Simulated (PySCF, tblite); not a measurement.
# C5H11B2NSi: geometry, infrared bands and NMR shifts

What infrared bands and NMR shifts should C5H11B2NSi (`C#C[C@@H]1BCCN[SiH2]B1`) show?

Programs: tblite 0.8.0 and PySCF 2.14.0, with density-fitted response routines of our own. Each step states its level of theory. These are calculated values for one molecule in the gas phase, unless marked as measured. Atoms are numbered from 0 throughout.

**1. The starting structure**

20 atoms, charge 0, multiplicity 1; geometry from: force field or distance geometry start.

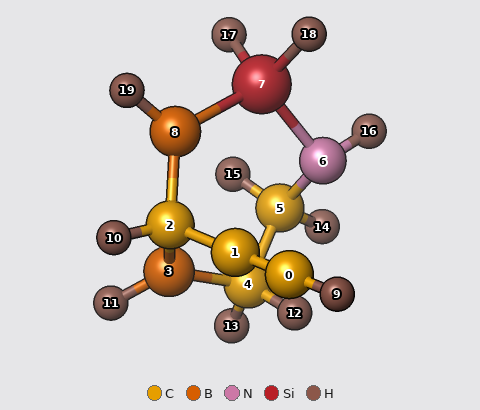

The starting geometry (carbon amber, boron orange, nitrogen pink, silicon red, hydrogen brown), atoms numbered; sticks join atoms by distance.

**2. Optimising the geometry with GFN2-xTB**

The job: settings as JSON, then the geometry in Å.

```
{"job": {"kind": "relax", "xc": "GFN2-xTB", "basis": "xTB"}, "charge": 0, "multiplicity": 1}
C      2.444900     0.667300     1.741600
C      2.041300     0.355600     0.636900
C      1.580500    -0.041100    -0.683000
B      0.514100     1.032500    -1.253000
C     -0.697500     1.591000    -0.352600
C     -1.785000     0.549200    -0.061400
N     -1.352000    -0.361400     1.006900
Si    -0.669100    -1.889200     0.348000
B      0.954900    -1.507200    -0.646800
H      2.773400     0.948900     2.708600
H      2.439100    -0.057600    -1.375700
H      0.710600     1.509000    -2.300900
H     -0.306400     2.018100     0.597600
H     -1.155200     2.424500    -0.934000
H     -2.681400     1.116000     0.292400
H     -2.096400     0.018200    -0.973900
H     -2.199000    -0.642400     1.558600
H     -1.659900    -2.522600    -0.554900
H     -0.365600    -2.815400     1.449500
H      1.503600    -2.382700    -1.207000
```

Command:

```
$ OMP_NUM_THREADS=1 python probes_run.py task.json out
```

This one command runs all jobs of the session in turn.

Output:

```text
step      E/eV     max force
  0    -634.66520    2.045
  1    -634.72909    4.712
  2    -634.82435    1.645
  3    -634.87756    0.835
  4    -634.90901    0.346
  5    -634.94070    0.491
  6    -634.95935    0.442
  7    -634.98096    0.313
  8    -634.99824    0.296
  9    -635.01182    0.274
 10    -635.02128    0.248
 11    -635.03024    0.227
 12    -635.03978    0.245
 13    -635.05055    0.272
 14    -635.06130    0.204
 15    -635.07100    0.206
 16    -635.07939    0.178
 17    -635.08689    0.195
 18    -635.09337    0.210
 19    -635.09834    0.181
 20    -635.10254    0.187
 21    -635.10607    0.327
 22    -635.11038    0.170
 23    -635.11622    0.190
 24    -635.13038    0.296
 25    -635.14014    0.281
 26    -635.15221    0.221
 27    -635.15974    0.212
 28    -635.16457    0.270
 29    -635.15885    0.835
 30    -635.17409    0.214
 31    -635.17857    0.195
 32    -635.18735    0.236
 33    -635.19121    0.205
 34    -635.19653    0.184
 35    -635.20035    0.236
 36    -635.20339    0.140
 37    -635.20621    0.160
 38    -635.20872    0.093
 39    -635.21061    0.074
 40    -635.21237    0.118
 41    -635.21481    0.122
 42    -635.21672    0.095
 43    -635.21796    0.074
 44    -635.21867    0.068
 45    -635.21936    0.074
 46    -635.22013    0.062
 47    -635.22091    0.074
 48    -635.22180    0.108
 49    -635.22305    0.140
 50    -635.22478    0.138
 51    -635.22663    0.094
 52    -635.22801    0.092
 53    -635.22886    0.081
 54    -635.22966    0.086
 55    -635.23070    0.080
 56    -635.23174    0.073
 57    -635.23249    0.067
 58    -635.23300    0.064
 59    -635.23348    0.110
 60    -635.23407    0.068
 61    -635.23492    0.047
 62    -635.23526    0.043
 63    -635.23573    0.062
 64    -635.23633    0.075
 65    -635.23727    0.101
 66    -635.23824    0.084
 67    -635.23896    0.051
 68    -635.23940    0.044
 69    -635.23978    0.060
 70    -635.24026    0.079
 71    -635.24081    0.066
 72    -635.24129    0.056
 73    -635.24171    0.058
 74    -635.24215    0.052
 75    -635.24272    0.071
 76    -635.24345    0.064
 77    -635.24425    0.076
 78    -635.24501    0.075
 79    -635.24570    0.074
 80    -635.24630    0.074
 81    -635.24679    0.051
 82    -635.24724    0.037
 83    -635.24770    0.043
 84    -635.24806    0.042
 85    -635.24854    0.048
 86    -635.24902    0.046
 87    -635.24951    0.051
 88    -635.24989    0.046
 89    -635.25017    0.035
 90    -635.25038    0.035
 91    -635.25060    0.032
 92    -635.25081    0.033
 93    -635.25099    0.028
 94    -635.25113    0.028
 95    -635.25124    0.025
 96    -635.25134    0.021
 97    -635.25142    0.016
 98    -635.25146    0.012
 99    -635.25149    0.016
100    -635.25152    0.015
101    -635.25155    0.015
102    -635.25158    0.017
103    -635.25161    0.010
104    -635.25163    0.019
105    -635.25164    0.047
106    -635.25167    0.015
107    -635.25169    0.027
108    -635.25173    0.029
109    -635.25174    0.014
110    -635.25176    0.010
111    -635.25177    0.017
112    -635.25179    0.021
113    -635.25181    0.015
114    -635.25183    0.008
```

Wall time 1.7 s (1 thread of Arm Neoverse N1, shared host).

The steps of the relaxation: (not every step is listed)

```csv
step,energy from step 0 (eV),largest force (eV/Å)
0,0.0000,2.0453
1,-0.0639,4.7122
2,-0.1591,1.6449
3,-0.2124,0.8347
4,-0.2438,0.3461
5,-0.2755,0.4911
6,-0.2941,0.4418
7,-0.3158,0.3135
8,-0.3330,0.2957
18,-0.4282,0.2102
28,-0.4994,0.2699
38,-0.5435,0.0927
48,-0.5566,0.1075
58,-0.5678,0.0640
68,-0.5742,0.0440
78,-0.5798,0.0754
88,-0.5847,0.0457
98,-0.5863,0.0123
108,-0.5865,0.0294
109,-0.5865,0.0140
110,-0.5866,0.0104
111,-0.5866,0.0172
112,-0.5866,0.0212
113,-0.5866,0.0151
114,-0.5866,0.0081
```

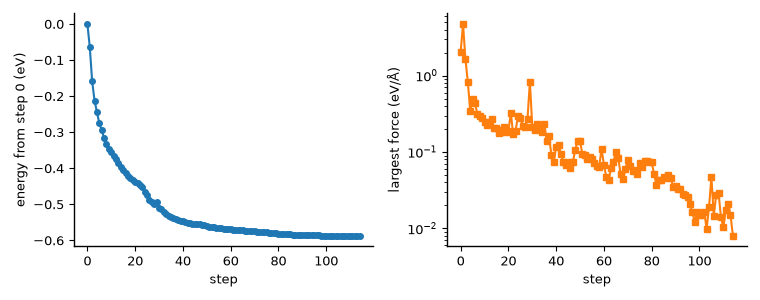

Energy and largest force along the relaxation.

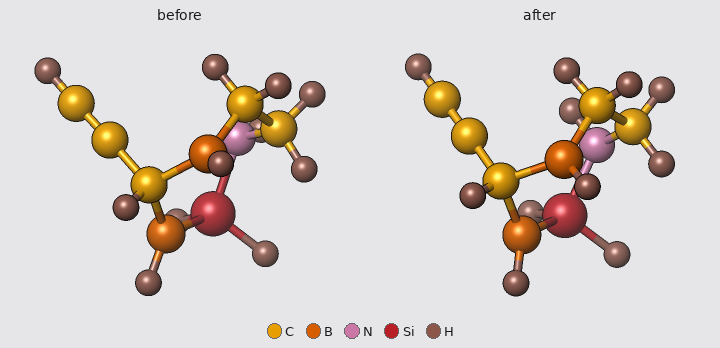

Before and after, at one scale.

Distances of close pairs at the start and the end, largest changes first:

```csv
bond,before (Å),after (Å),change (Å)
N6–Si7,1.799,1.738,-0.060
N6–H16,1.049,1.009,-0.040
B3–C4,1.610,1.574,-0.036
C5–N6,1.469,1.435,-0.034
C2–B3,1.617,1.588,-0.029
C4–C5,1.534,1.558,+0.024
Si7–B8,1.942,1.965,+0.023
C4–H13,1.115,1.092,-0.022
```

The end geometry stands in the next job.

**3. Infrared spectrum with GFN2-xTB**

The job: settings as JSON, then the geometry in Å.

```
{"job": {"kind": "ir", "xc": "GFN2-xTB", "basis": "xTB"}, "charge": 0, "multiplicity": 1}
C      2.065936     0.571096     1.914557
C      1.852216     0.316198     0.763595
C      1.621093    -0.001338    -0.627995
B      0.463299     0.863718    -1.286600
C     -0.630256     1.563544    -0.397170
C     -1.783829     0.573120    -0.056445
N     -1.420767    -0.488654     0.838670
Si    -0.578671    -1.898657     0.268536
B      0.994463    -1.444306    -0.818019
H      2.262613     0.802400     2.918399
H      2.560362     0.120136    -1.177105
H      0.389945     0.905390    -2.457426
H     -0.238507     1.925322     0.557097
H     -1.088200     2.414676    -0.905666
H     -2.602050     1.148071     0.393493
H     -2.159149     0.121191    -0.978212
H     -1.141562    -0.124867     1.737386
H     -1.625890    -2.598408    -0.510588
H     -0.363617    -2.653488     1.511958
H      1.417423    -2.104465    -1.691501
```

Output:

```text
mode    cm-1     km/mol
  1      68.9      0.74
  2      72.9      0.76
  3     117.1      0.54
  4     152.4      0.64
  5     186.0      3.65
  6     224.7      1.29
  7     264.2      0.80
  8     274.7      3.47
  9     313.1      2.14
 10     369.2     38.39
 11     411.7     12.12
 12     443.6     12.24
 13     515.7     14.05
 14     530.8    110.68
 15     609.4     20.55
 16     623.9      6.60
 17     636.3     21.47
 18     651.5     13.88
 19     668.3      7.00
 20     696.7     49.99
 21     725.2     57.31
 22     761.8    168.30
 23     775.9    162.85
 24     791.6     88.24
 25     849.5     47.94
 26     883.5      5.32
 27     912.1     39.48
 28     966.0     44.54
 29     976.8     96.15
 30    1023.0     30.41
 31    1063.8     24.17
 32    1087.7    108.14
 33    1106.0     14.40
 34    1142.3     72.64
 35    1163.2    187.01
 36    1214.1      3.06
 37    1256.8     14.81
 38    1285.6     33.86
 39    1330.8      4.83
 40    1375.9     52.51
 41    1490.3      1.67
 42    1493.4      0.37
 43    2111.0    400.44
 44    2196.7    346.83
 45    2277.2     30.56
 46    2610.8     72.43
 47    2617.2    217.41
 48    2901.0     69.56
 49    2920.1     46.08
 50    2955.5      9.26
 51    2966.9     79.12
 52    2976.7     41.94
 53    3396.5      1.59
 54    3446.0      4.05
```

Run time: 1.5 s. Hardware: 1 thread of Arm Neoverse N1, shared host.

The strongest bands and the atoms that carry them (share of the mass-weighted mode):

```csv
cm⁻¹,km/mol,atoms
531,110.7,"H16 51 %, N6 33 %"
762,168.3,"H17 30 %, H18 20 %, C2 13 %"
776,162.8,"H17 26 %, H18 26 %, C2 11 %"
1088,108.1,"H12 20 %, C5 15 %, H13 12 %, N6 12 %"
1163,187.0,"B3 37 %, H11 21 %, H13 10 %"
2111,400.4,H17 97 %
2197,346.8,H18 97 %
2617,217.4,"H19 65 %, H11 27 %"
```

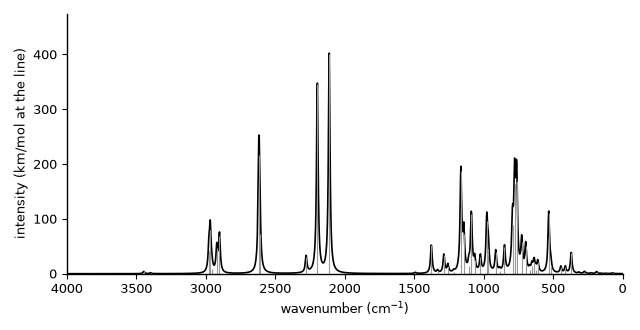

The infrared spectrum from these modes, unscaled. Lines are broadened to a width of 14 cm⁻¹ (Lorentzian).

**4. NMR shieldings: PBE0/pcSseg-1**

Settings changed since step 3:

```diff
@@ -1,2 +1,2 @@
-{"job": {"kind": "ir", "xc": "GFN2-xTB", "basis": "xTB"}, "charge": 0, "multiplicity": 1}
+{"job": {"kind": "nmr", "xc": "PBE0", "basis": "pcSseg-1"}, "charge": 0, "multiplicity": 1}
 C      2.065936     0.571096     1.914557
```

With the program's defaults for keys left out, this is: GIAO PBE0/pcSseg-1 NMR shielding, non-relativistic, gas phase.

Output:

```text
coarse grid: 17112 points
cycle   1  E = -590.3348739659  dE =  1.090e+00  |g| = 5.292e-01  |ddm| = 4.206e+00
cycle   2  E = -590.3168092496  dE =  1.806e-02  |g| = 6.084e-01  |ddm| = 1.317e+00
cycle   3  E = -590.4028248711  dE = -8.602e-02  |g| = 1.020e-01  |ddm| = 8.137e-01
cycle   4  E = -590.4049850490  dE = -2.160e-03  |g| = 3.008e-02  |ddm| = 1.386e-01
cycle   5  E = -590.4051913968  dE = -2.063e-04  |g| = 8.133e-03  |ddm| = 3.831e-02
cycle   6  E = -590.4052056221  dE = -1.423e-05  |g| = 3.016e-03  |ddm| = 1.074e-02
cycle   7  E = -590.4052076566  dE = -2.034e-06  |g| = 1.271e-03  |ddm| = 3.411e-03
final grid: 160472 points
cycle   8  E = -590.4547900686  dE = -4.865e-05  |g| = 9.563e-03  |ddm| = 5.786e-02
cycle   9  E = -590.4547620509  dE =  2.802e-05  |g| = 1.433e-02  |ddm| = 2.377e-02
cycle  10  E = -590.4548113195  dE = -4.927e-05  |g| = 3.113e-03  |ddm| = 1.449e-02
cycle  11  E = -590.4548136341  dE = -2.315e-06  |g| = 4.883e-04  |ddm| = 2.350e-03
cycle  12  E = -590.4548136887  dE = -5.462e-08  |g| = 1.678e-04  |ddm| = 6.743e-04
cycle  13  E = -590.4548136952  dE = -6.503e-09  |g| = 4.464e-05  |ddm| = 2.219e-04
cycle  14  E = -590.4548136956  dE = -4.325e-10  |g| = 1.065e-05  |ddm| = 5.292e-05
converged SCF energy = -590.4548136956

GIAO shielding tensors (ppm)
atom      isotropic    diamagn.    paramagn.     s11        s22        s33       span
  0 C      106.069     260.129    -154.060     39.322     50.669    228.217    188.895
  1 C       94.207     263.570    -169.364     -9.712      4.039    288.293    298.005
  2 C      113.365     253.712    -140.348     22.367    138.374    179.352    156.985
  3 B        7.650     190.792    -183.143    -77.894    -26.867    127.711    205.605
  4 C      148.014     251.553    -103.539    122.325    140.412    181.306     58.981
  5 C      140.813     243.522    -102.708    104.000    139.130    179.310     75.311
  6 N      227.959     325.648     -97.689    199.745    226.580    257.550     57.805
  7 Si     400.499     879.893    -479.394    335.743    393.504    472.252    136.509
  8 B      -27.750     197.921    -225.670   -182.052    -48.504    147.307    329.359
  9 H       29.474      35.627      -6.153     24.861     25.347     38.214     13.353
 10 H       26.264      28.135      -1.871     21.683     27.006     30.102      8.419
 11 H       23.563      30.234      -6.671     16.699     26.836     27.154     10.455
 12 H       28.146      32.260      -4.114     24.085     29.208     31.143      7.058
 13 H       29.903      30.214      -0.311     26.238     27.326     36.144      9.907
 14 H       28.001      28.481      -0.479     21.674     27.608     34.722     13.048
 15 H       28.845      30.025      -1.180     24.503     29.165     32.867      8.363
 16 H       30.871      34.943      -4.071     24.952     30.104     37.558     12.606
 17 H       27.091      28.475      -1.384     22.272     25.908     33.094     10.822
 18 H       26.663      28.641      -1.978     23.697     24.924     31.369      7.673
 19 H       19.869      29.928     -10.059      6.092     25.785     27.730     21.638
```

It took 90 s on 1 thread of Arm Neoverse N1, shared host; peak memory 1 GiB.

The references, computed at this level on geometries of the same kind, shield at (ppm): ¹H TMS 31.72, ¹³C TMS 186.9, ²⁹Si TMS 349.2, ¹⁵N NH3 267.7, ¹¹B BF3·OEt2 100.1. Their shielding less the atom's gives the shift. The references are single molecules in the gas phase, so shifts against H2O, NH3, PH3, H3PO4 or CFCl3 are not on the usual liquid scales and can be off by tens of ppm.

```csv
atoms,environment,σ (ppm),δ (ppm),δ scaled to CDCl3
C1,alkyne carbon,94.2,92.7,88.6
C0,terminal alkyne carbon,106.1,80.9,77.0
C2,propargylic sp3 CH bonded to 2 B,113.4,73.6,69.9
C5,sp3 CH2 bonded to N,140.8,46.1,43.1
C4,sp3 CH2 bonded to B,148.0,38.9,36.1
H19,"hydrogen on a boron bonded to C, Si, in a 7-membered ring",19.87,11.85,–
H11,"hydrogen on a boron bonded to 2 C, in a 7-membered ring",23.56,8.15,–
H10,hydrogen on a propargylic sp3 CH bonded to 2 B,26.26,5.45,5.25
H18,"hydrogen on a silicon bonded to B, N, in a 7-membered ring",26.66,5.05,–
H17,"hydrogen on a silicon bonded to B, N, in a 7-membered ring",27.09,4.63,–
H14,hydrogen on an sp3 CH2 bonded to N,28.00,3.72,3.61
H12,hydrogen on an sp3 CH2 bonded to B,28.15,3.57,3.47
H15,hydrogen on an sp3 CH2 bonded to N,28.84,2.87,2.81
H9,hydrogen on a terminal alkyne carbon,29.47,2.24,2.22
H13,hydrogen on an sp3 CH2 bonded to B,29.90,1.81,1.82
H16,"hydrogen on a nitrogen bonded to C, Si, in a 7-membered ring",30.87,0.85,–
B8,"boron bonded to C, Si, H, in a 7-membered ring",-27.7,127.8,–
B3,"boron bonded to 2 C, H, in a 7-membered ring",7.6,92.4,–
N6,"nitrogen bonded to C, Si, H, in a 7-membered ring",228.0,39.8,–
Si7,"silicon bonded to B, N, 2 H, in a 7-membered ring",400.5,-51.3,–
```

The scaled column applies a straight-line fit of computed shieldings to shifts measured in CDCl3 (root-mean-square error 0.16 ppm for H, 1.9 ppm for C).

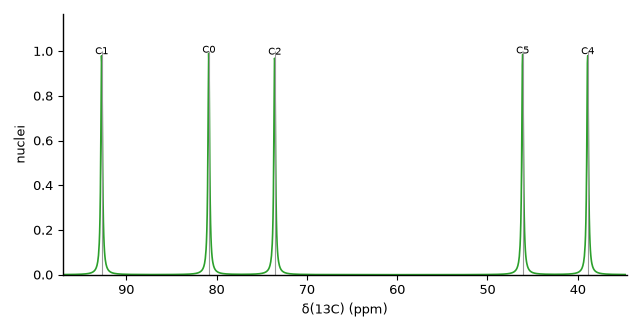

¹³C lines at the computed shifts, without couplings. Lines are broadened to a width of 0.22 ppm (Lorentzian).

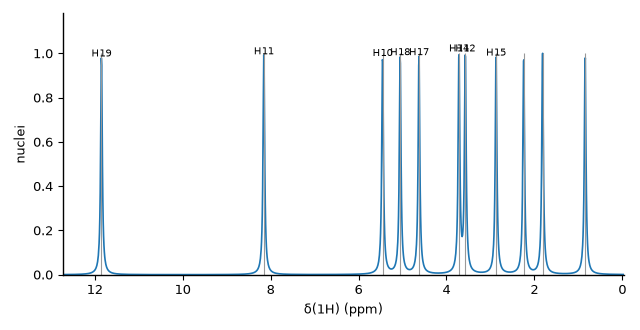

¹H lines at the computed shifts, without couplings. Lines are broadened to a width of 0.04 ppm (Lorentzian).

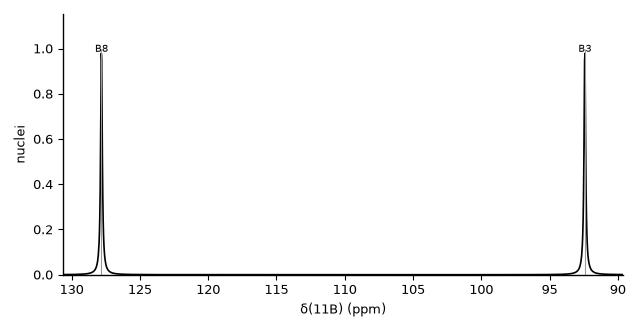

¹¹B lines at the computed shifts, without couplings. Lines are broadened to a width of 0.14 ppm (Lorentzian).

Charges from the same density, by scheme (e):

```csv
atoms,Mulliken,IAO,Hirshfeld,ESP fit
C0,-0.42,-0.28,-0.13,-0.56
C1,0.29,-0.01,-0.03,0.13
C2,-0.55,-0.38,-0.14,-0.27
B3,0.32,0.21,0.18,0.33
C4,-0.40,-0.42,-0.15,-0.29
C5,-0.06,-0.12,-0.01,0.07
N6,-0.65,-0.67,-0.25,-0.74
Si7,0.60,0.73,0.29,0.24
B8,-0.02,-0.08,0.10,0.28
```

ESP fit charges:

C0 -0.56; C1 0.13; C2 -0.27; B3 0.33; C4 -0.29; C5 0.07; N6 -0.74; Si7 0.24; B8 0.28; H9 0.33; H10 0.12; H11 -0.11; H12 0.10; H13 0.06; H14 0.07; H15 0.10; H16 0.39; H17 -0.07; H18 -0.05; H19 -0.12

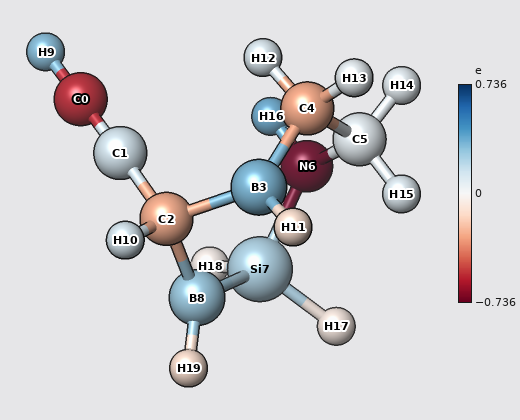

ESP fit charges, as colours on the atoms.

Mayer bond orders: C0–C1 2.51, C1–C2 1.03, C2–B3 0.92, B3–C4 1.03, C4–C5 0.99, C5–N6 0.99, N6–Si7 0.96, Si7–B8 0.90, B8–C2 0.94.

Ring of atoms C2, B3, C4, C5, N6, Si7, B8: NICS(0) 0.1, NICS(1) -1.2, NICS(1)zz 2.8 ppm (means of both faces; NICS(1) differs between them: -4.4 and 2.0).

The two faces differ (NICS(1)zz -2.7 and 8.3 ppm).

**5. What came out**

| quantity | value |
| --- | --- |
| strongest single infrared mode (GFN2-xTB) | 2111 cm⁻¹, 400 km/mol |
| zero-point energy (GFN2-xTB) | 92.8 kcal/mol |
| ¹³C shifts against TMS (PBE0/pcSseg-1) | 92.7, 80.9, 73.6, 46.1, 38.9 ppm |
| ¹H shifts against TMS (PBE0/pcSseg-1) | 11.85, 8.15, 5.45, 5.05, 4.63, 3.72, 3.57, 2.87, 2.24, 1.81, 0.85 ppm |
| ¹¹B shifts against BF3·OEt2 (PBE0/pcSseg-1) | 127.8, 92.4 ppm |
| ¹⁵N shifts against NH3 (PBE0/pcSseg-1) | 39.8 ppm |
| ²⁹Si shifts against TMS (PBE0/pcSseg-1) | -51.3 ppm |

In words: Relaxing lowered the energy by 0.587 eV in 114 steps; the close pair that moved most is N6–Si7, from 1.799 to 1.738 Å. No mode is imaginary among the 54: a minimum at this level. The strongest single mode, at 2111 cm⁻¹, moves mainly H17. GFN2-xTB is a fitted tight-binding method: band positions and strengths are rough. Its intensities can rank the bands wrongly. At PBE0/pcSseg-1: The largest span, 329 ppm, is at B8, where the paramagnetic term is -226 ppm.
